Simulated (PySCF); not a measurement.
C₄H₈B (SMILES [BH3-]/C=C/C=C) (charge −1)

```yaml
atoms:
  - { symbol: B, position_ang: [2.5963, 0.2049, -0.4428] }
  - { symbol: C, position_ang: [1.0161, 0.1562, -0.6598] }
  - { symbol: C, position_ang: [0.0207, 0.0664, 0.2619] }
  - { symbol: C, position_ang: [-1.3898, 0.0308, -0.0535] }
  - { symbol: C, position_ang: [-2.4230, -0.0572, 0.8147] }
  - { symbol: H, position_ang: [3.1226, -0.7383, -1.0749] }
  - { symbol: H, position_ang: [2.9061, 0.1439, 0.7618] }
  - { symbol: H, position_ang: [0.6470, 0.2017, -1.7037] }
  - { symbol: H, position_ang: [0.2913, 0.0160, 1.3269] }
  - { symbol: H, position_ang: [-1.6272, 0.0824, -1.1269] }
  - { symbol: H, position_ang: [-3.4616, -0.0775, 0.4721] }
  - { symbol: H, position_ang: [-2.2517, -0.1119, 1.8954] }
  - { symbol: H, position_ang: [3.0432, 1.2568, -0.9530] }
```

Geometry: PBE0-D3(BJ)/ma-def2-SVP.

Theory: PySCF 2.14.0, density-fitted response routines, DFT single point, gas phase, functional wB97X.

**Predict the electron density and electron localisation function between the atoms.**

C–C (1.35 Å): ρ is about 2.2 e/Å³ halfway; the ELF peaks at about 0.95 between the atoms: localised, covalent bonding.
C–B (1.60 Å): the density is about 1.3 e/Å³ at the midpoint; the ELF peaks at about 1 between the atoms: a covalent bond.
C–H (1.09 Å): the density is about 1.9 e/Å³ at the midpoint; the ELF climbs to about 1 towards the hydrogen, as it does in any bond to H (a covalent bond by its length).
C–C (1.45 Å): ρ at the midpoint is about 1.9 e/Å³; the ELF peaks at about 0.95 between the atoms; localised, covalent bonding.

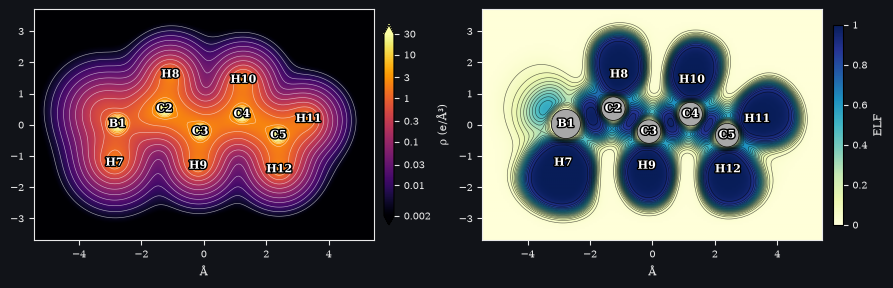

Computed electron density and electron localisation function on the plane of atoms C2, C3 and H9, in this order. Grey discs cover the atomic cores in the ELF map. 
